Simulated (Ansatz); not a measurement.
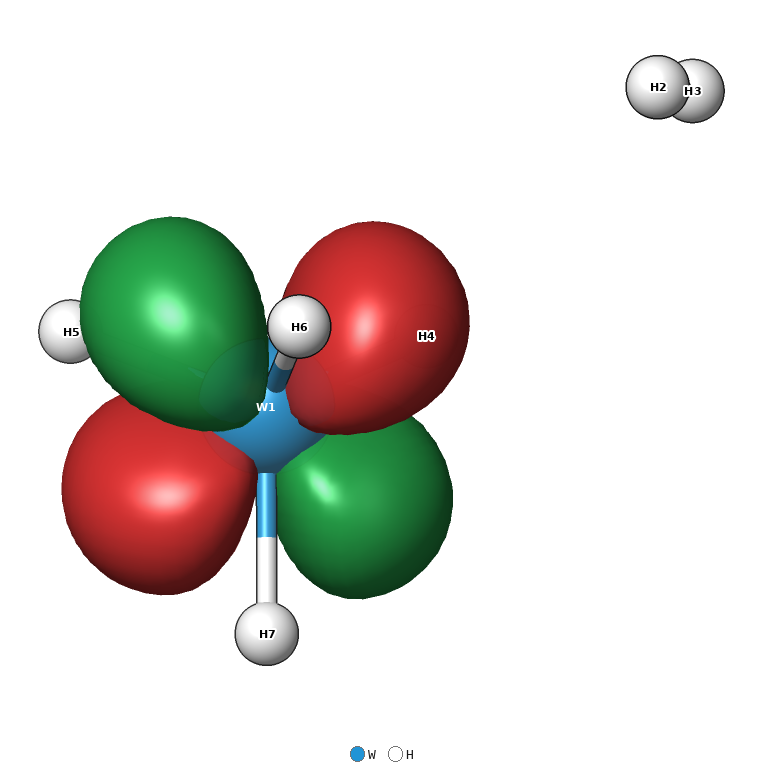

Figure 1: H₄W···H₂. The HOMO at ±0.15 Å⁻³ᐟ² (green and red are the two phases), seen at an oblique angle.

Core potentials replace the inner electrons of W.

These are results of RKS PBE0/def2-SVP (Ansatz 0.2.0), not measurements.

| atom | x (Å) | y (Å) | z (Å) |
| --- | --- | --- | --- |
| W | -0.6726 | -0.0001 | -0.6715 |
| H | 2.1364 | -0.3802 | 2.1409 |
| H | 2.1432 | 0.3805 | 2.1333 |
| H | -0.0095 | 1.4183 | -0.0067 |
| H | -2.3363 | 0.1449 | -0.3548 |
| H | -0.0100 | -1.4189 | -0.0071 |
| H | -0.3515 | -0.1445 | -2.3344 |

> What is the character of this orbital?

Its weight (Hirshfeld) is mainly on W1 (about 90 %). Its energy is −5.38 eV.
